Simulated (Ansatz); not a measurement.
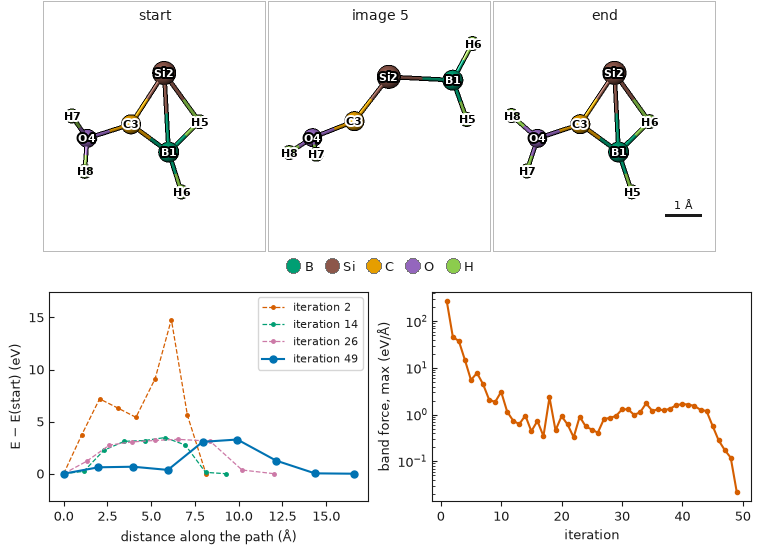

NEB run on CH$_{4}$BOSi (charge +1). Images are numbered from 0 (start) to 8 (end). The plot follows the band through its iterations. A ball-and-stick model, seen at a tilt.

The calculation used RKS PBE0-D4/def2-SVPD (Ansatz). Run with 7 movable images; climbing image; force threshold 0.05 eV/Å; iteration limit 60; starting path through a guess of the saddle point.

### Did the band converge, and can the barrier be trusted?

The result isn't final. The band hadn't converged when the run stopped after 49 iterations. The largest component of the band force went from 270 to 0.022 eV/Å. The barrier read from it is provisional, though the highest image hardly moved in the last two iterations. The first iteration put the highest image at 63.83 eV. The two ends have the same energy, and the highest point, image 5, lies 3.28 eV above the start. The profile has 2 maxima (images 2, 5) with a dip at image 3 (+0.36 eV), which on an unconverged band is provisional.

Cost: 8.9 min on 2 threads of Intel(R) Xeon(R) Platinum 8559C (Emerald Rapids), with other jobs on the host, peak memory 0.25 GiB.
